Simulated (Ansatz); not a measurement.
# BFH5NSi: two geometries relaxed

Aim: relax the geometries before and after the inversion of the pyramid at N1, and see whether they are two minima and how far apart in energy. SMILES of the start: N[SiH2]BF.

All numbers below are computed with Ansatz 0.2.0 (RKS B3LYP/def2-SVP).

**1. The system as given**

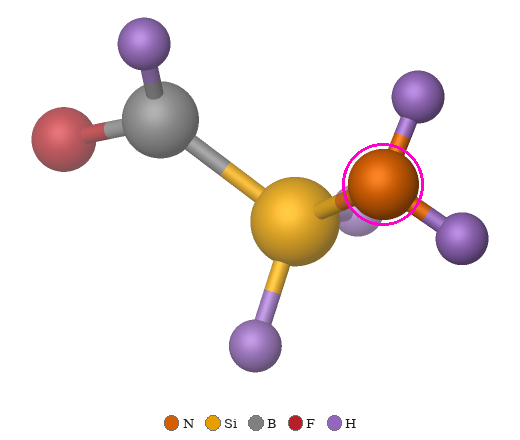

The starting structure, seen from a chosen angle (nitrogen orange, silicon amber, boron grey, fluorine red, hydrogen purple). Ringed: N1.

As a file:

```xyz
9

N    -0.6561    1.1839   -0.7617
Si    0.1448   -0.3198   -0.4852
B     0.6368   -0.4302    1.3668
F     1.4516   -1.5841    1.8581
H    -0.9841    1.2255   -1.7968
H    -1.5864    1.2121   -0.2158
H     1.3760   -0.3772   -1.3267
H    -0.7042   -1.4221   -0.8204
H     0.4101    0.4657    2.1646
```

**2. Relaxing end A**

File input.yaml:

```yaml
crystal:
  periodic: [false, false, false]
  atoms:
    - { symbol: "N", position_ang: [-0.6561, 1.1839, -0.7617] }
    - { symbol: Si, position_ang: [0.1448, -0.3198, -0.4852] }
    - { symbol: B, position_ang: [0.6368, -0.4302, 1.3668] }
    - { symbol: F, position_ang: [1.4516, -1.5841, 1.8581] }
    - { symbol: H, position_ang: [-0.9841, 1.2255, -1.7968] }
    - { symbol: H, position_ang: [-1.5864, 1.2121, -0.2158] }
    - { symbol: H, position_ang: [1.376, -0.3772, -1.3267] }
    - { symbol: H, position_ang: [-0.7042, -1.4221, -0.8204] }
    - { symbol: H, position_ang: [0.4101, 0.4657, 2.1646] }
basis:
  gaussian: { orbitals: def2-SVP }
hamiltonian:
  xc: b3lyp
relax:
  f_tol: 0.015
  max_steps: 40
```

Started as:

```sh
> ansatz run input.yaml --threads 1 --pin off --max-ram 2048MiB --backend cpu --events-out ev --progress --plain --runs-dir out
```

Standard output (excerpt; [...] marks lines left out):

```text
Warning: RAYON_NUM_THREADS=1 ignored (pool sized by the plan → 1); use --threads N
[...]
Functional definition: B3LYP
[...]
910 factors; integrals over basis functions are off by at most 4.0e-4 eV
[...]
mean field -12837.12803722 eV, -471.7557540499 hartree, gradient 8.8e-5 eV, S^2 0.000000; 0 other end points of the search recorded, 0 dependent functions left out
[...]
reference -12837.12828113 eV, -471.7557630136 hartree; 20, 20 occupied and 65, 65 virtual orbitals, 910 factors
relax step   1: F+E_penalty+E_count = -12837.12803722 eV  Δ(F+E_penalty+E_count) = +0.000e0 eV  max|allowed force component| = 3.343e0 eV/Å  Δτ_max = 0.0000 Å  (26 SCF iters, accepted)
[...]
relax step   5: F+E_penalty+E_count = -12837.96275910 eV  Δ(F+E_penalty+E_count) = -2.557e-2 eV  max|allowed force component| = 3.794e-1 eV/Å  Δτ_max = 0.1349 Å  (27 SCF iters, accepted)
[...]
relax step   9: F+E_penalty+E_count = -12837.97690383 eV  Δ(F+E_penalty+E_count) = +7.460e-4 eV  max|allowed force component| = 1.165e-1 eV/Å  Δτ_max = 0.0694 Å  (28 SCF iters, rejected (line search))
[...]
relax step  13: F+E_penalty+E_count = -12837.97860362 eV  Δ(F+E_penalty+E_count) = +1.908e-5 eV  max|allowed force component| = 3.662e-2 eV/Å  Δτ_max = 0.0077 Å  (22 SCF iters, rejected (line search))
[...]
relax step  15: F+E_penalty+E_count = -12837.97879743 eV  Δ(F+E_penalty+E_count) = -8.222e-5 eV  max|allowed force component| = 2.173e-2 eV/Å  Δτ_max = 0.0198 Å  (29 SCF iters, accepted)
[...]
relax step  16: F+E_penalty+E_count = -12837.97886708 eV  Δ(F+E_penalty+E_count) = -6.965e-5 eV  max|allowed force component| = 1.119e-2 eV/Å  Δτ_max = 0.0268 Å  (28 SCF iters, accepted)
910 factors; integrals over basis functions are off by at most 4.1e-4 eV
[...]
mean field -12837.97886708 eV, -471.7870214707 hartree, gradient 1.6e-5 eV, S^2 0.000000; 1 other end points of the search recorded, 0 dependent functions left out
[...]
reference -12837.97912109 eV, -471.7870308053 hartree; 20, 20 occupied and 65, 65 virtual orbitals, 910 factors
Total energy: -12837.97912109 eV, -471.7870308053 hartree
Atom 0 at    -0.684745     1.123604    -0.826060 Å, force    -0.003295     0.003791    -0.007046 eV/Å
Atom 1 at     0.116008    -0.399002    -0.540989 Å, force     0.001863    -0.000258     0.009024 eV/Å
Atom 2 at     0.661310    -0.442294     1.423608 Å, force    -0.000850    -0.002577     0.004564 eV/Å
Atom 3 at     1.649948    -1.227135     1.831914 Å, force    -0.009274     0.011077     0.002425 eV/Å
Atom 4 at    -0.971688     1.374555    -1.768332 Å, force     0.001536     0.001355     0.000819 eV/Å
Atom 5 at    -1.379940     1.441547    -0.156220 Å, force     0.000699    -0.003082     0.001841 eV/Å
Atom 6 at     1.293269    -0.483554    -1.458362 Å, force    -0.002646    -0.001853    -0.001179 eV/Å
Atom 7 at    -0.700714    -1.638412    -0.813455 Å, force     0.000775     0.001078    -0.003258 eV/Å
Atom 8 at     0.105051     0.204491     2.290796 Å, force     0.011193    -0.009532    -0.007190 eV/Å
Dipole moment:    -0.314387     0.190247    -0.082858 e Å
```

Wall time 70 s (1 thread of Intel Xeon at 2.70GHz, shared host); peak memory 0.17 GiB.

The steps of the relaxation:

| step | energy from step 1 (eV) | largest force component (eV/Å) |
| --- | --- | --- |
| 1 | 0.0000 | 3.3433 |
| 2 | -0.5175 | 2.9156 |
| 3 | -0.7651 | 0.7333 |
| 4 | -0.8092 | 0.9470 |
| 5 | -0.8347 | 0.3794 |
| 6 | -0.8456 | 0.1760 |
| 7 | -0.8484 | 0.0325 |
| 8 | -0.8496 | 0.0353 |
| 9x | -0.8489 | 0.1165 |
| 10 | -0.8502 | 0.0277 |
| 11 | -0.8504 | 0.0835 |
| 12 | -0.8506 | 0.0564 |
| 13x | -0.8506 | 0.0366 |
| 14 | -0.8507 | 0.0272 |
| 15 | -0.8508 | 0.0217 |
| 16 | -0.8508 | 0.0112 |

Step 1 is the start. 2 steps were tried and not accepted (9, 13; marked x where the table lists them).

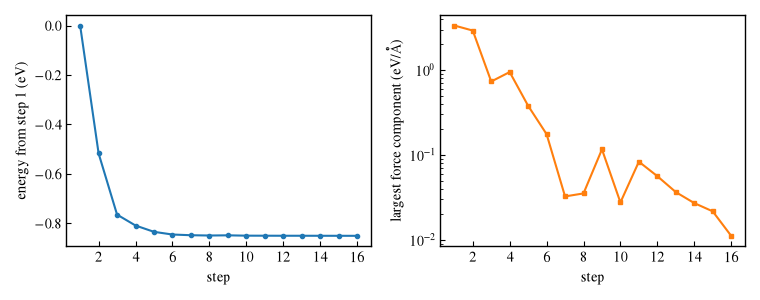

How energy and force went from step to step.

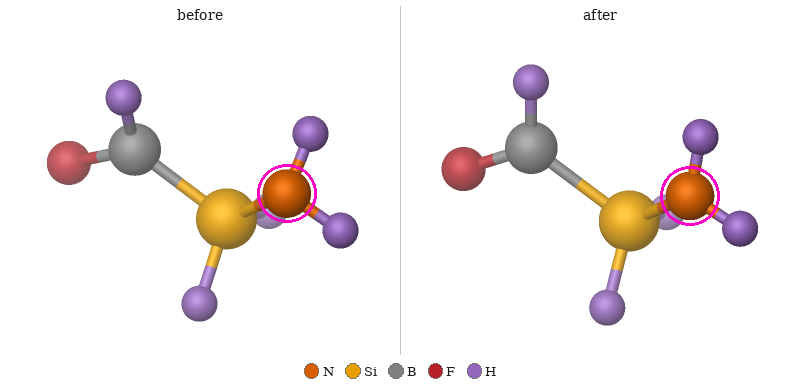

The structure before (left) and after (right), drawn at the same scale.

After: Bond lengths: N1–Si2 1.744 Å, Si2–B3 2.039 Å, B3–F4 1.327 Å, N1–H5 1.016 Å, N1–H6 1.016 Å, Si2–H7 1.495 Å, Si2–H8 1.509 Å, B3–H9 1.216 Å. Angles: N1–Si2–B3 107.4°, N1–Si2–H7 108.1°, N1–Si2–H8 116.0°, B3–Si2–H7 112.3°, B3–Si2–H8 107.5°, H7–Si2–H8 105.6°, Si2–N1–H5 119.8°, Si2–N1–H6 118.7°, H5–N1–H6 109.9°, Si2–B3–F4 120.6°, Si2–B3–H9 123.6°, F4–B3–H9 115.8°.

**3. Relaxing end B**

The second end starts from a geometry with the move made by hand.

Edit input.yaml of step 2 so:

```diff
@@ -7,4 +7,4 @@
     - { symbol: F, position_ang: [1.4516, -1.5841, 1.8581] }
-    - { symbol: H, position_ang: [-0.9841, 1.2255, -1.7968] }
-    - { symbol: H, position_ang: [-1.5864, 1.2121, -0.2158] }
+    - { symbol: H, position_ang: [-0.04223, 1.79723, -1.41571] }
+    - { symbol: H, position_ang: [-0.68271, 1.76065, 0.14984] }
     - { symbol: H, position_ang: [1.376, -0.3772, -1.3267] }
```

Started as:

```sh
> ansatz run input.yaml --threads 1 --pin off --max-ram 2048MiB --backend cpu --events-out ev --progress --plain --runs-dir out
```

Standard output (excerpt; [...] marks lines left out):

```text
Warning: RAYON_NUM_THREADS=1 ignored (pool sized by the plan → 1); use --threads N
[...]
[... 1 set-up line as earlier in the session ...]
[...]
910 factors; integrals over basis functions are off by at most 3.5e-4 eV
[...]
mean field -12837.06039557 eV, -471.7532682653 hartree, gradient 3.5e-5 eV, S^2 0.000000; 0 other end points of the search recorded, 0 dependent functions left out
[...]
reference -12837.06063950 eV, -471.7532772293 hartree; 20, 20 occupied and 65, 65 virtual orbitals, 910 factors
relax step   1: F+E_penalty+E_count = -12837.06039557 eV  Δ(F+E_penalty+E_count) = +0.000e0 eV  max|allowed force component| = 3.506e0 eV/Å  Δτ_max = 0.0000 Å  (26 SCF iters, accepted)
[...]
relax step   5: F+E_penalty+E_count = -12837.92061421 eV  Δ(F+E_penalty+E_count) = -3.262e-2 eV  max|allowed force component| = 2.635e-1 eV/Å  Δτ_max = 0.1000 Å  (28 SCF iters, accepted)
[...]
Total energy: -12837.97914469 eV, -471.7870316726 hartree
Atom 0 at    -0.215763     1.402638    -0.694665 Å, force    -0.001654     0.001151     0.004716 eV/Å
Atom 1 at     0.247816    -0.264229    -0.475252 Å, force    -0.001059     0.000830    -0.004642 eV/Å
Atom 2 at     0.734313    -0.505998     1.490190 Å, force     0.000702    -0.002683     0.001252 eV/Å
Atom 3 at     1.538085    -1.489992     1.871165 Å, force    -0.000021     0.001301     0.000488 eV/Å
Atom 4 at    -0.424981     1.751834    -1.626006 Å, force     0.000937    -0.002270    -0.000087 eV/Å
Atom 5 at    -0.844469     1.825024    -0.016765 Å, force     0.001427     0.000247    -0.002825 eV/Å
Atom 6 at     1.398901    -0.550281    -1.385100 Å, force    -0.000519     0.001099     0.000782 eV/Å
Atom 7 at    -0.801898    -1.293616    -0.815622 Å, force    -0.000072     0.000062     0.000553 eV/Å
Atom 8 at     0.302056     0.198699     2.381685 Å, force     0.000259     0.000263    -0.000238 eV/Å
Dipole moment:    -0.266917     0.254026    -0.076384 e Å
```

Run time: 74 s. Hardware: 1 thread of Intel Xeon at 2.70GHz, shared host; peak memory 0.17 GiB.

The steps of the relaxation:

| step | energy from step 1 (eV) | largest force component (eV/Å) |
| --- | --- | --- |
| 1 | 0.0000 | 3.5062 |
| 2 | -0.5244 | 3.0090 |
| 3x | -0.5124 | 3.0322 |
| 4 | -0.8276 | 0.9330 |
| 5 | -0.8602 | 0.2635 |
| 6 | -0.8772 | 0.2835 |
| 7 | -0.8946 | 0.3468 |
| 8 | -0.8955 | 0.7896 |
| 9 | -0.9147 | 0.0808 |
| 10 | -0.9165 | 0.1352 |
| 11 | -0.9176 | 0.0456 |
| 12x | -0.9156 | 0.2178 |
| 13 | -0.9181 | 0.0464 |
| 14 | -0.9184 | 0.0177 |
| 15 | -0.9184 | 0.0303 |
| 16 | -0.9185 | 0.0160 |
| 17 | -0.9185 | 0.0047 |

Step 1 is the start. 2 steps were tried and not accepted (3, 12; marked x where the table lists them).

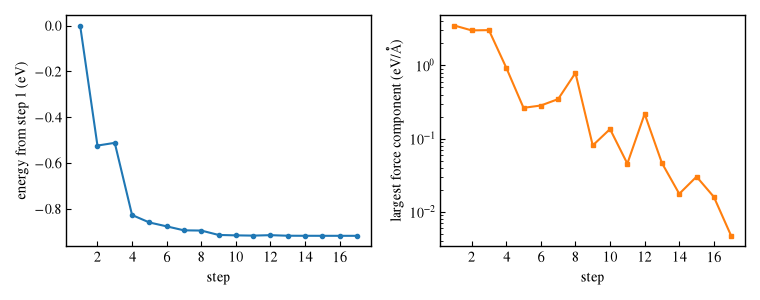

Energy and largest force along the relaxation.

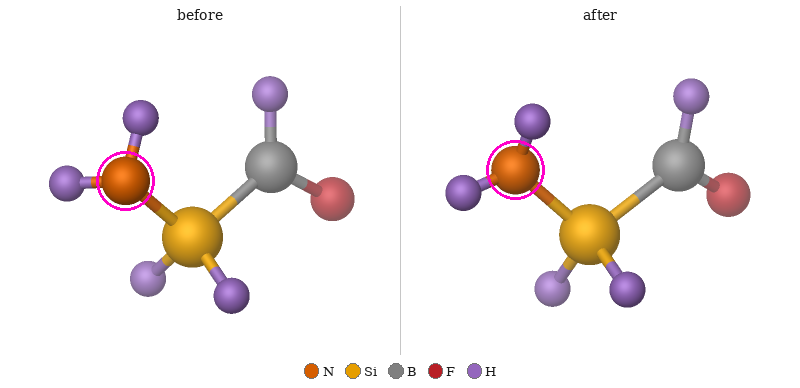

Before and after, at one scale.

After: Bond lengths: N1–Si2 1.744 Å, Si2–B3 2.039 Å, B3–F4 1.326 Å, N1–H5 1.016 Å, N1–H6 1.016 Å, Si2–H7 1.495 Å, Si2–H8 1.509 Å, B3–H9 1.216 Å. Angles: N1–Si2–B3 107.3°, N1–Si2–H7 108.1°, N1–Si2–H8 116.0°, B3–Si2–H7 112.3°, B3–Si2–H8 107.6°, H7–Si2–H8 105.5°, Si2–N1–H5 119.9°, Si2–N1–H6 118.5°, H5–N1–H6 109.9°, Si2–B3–F4 120.6°, Si2–B3–H9 123.6°, F4–B3–H9 115.8°.

**4. Outcome**

| quantity | value |
| --- | --- |
| end A | 13 moves, 0.851 eV lower |
| end B | 14 moves, 0.918 eV lower |
| largest difference between the ends | 0.01 Å |
| end B relative to end A | -0.000 eV |

The two relaxations end at one structure, within 0.01 Å: no second minimum was found from this start, which doesn't rule one out.
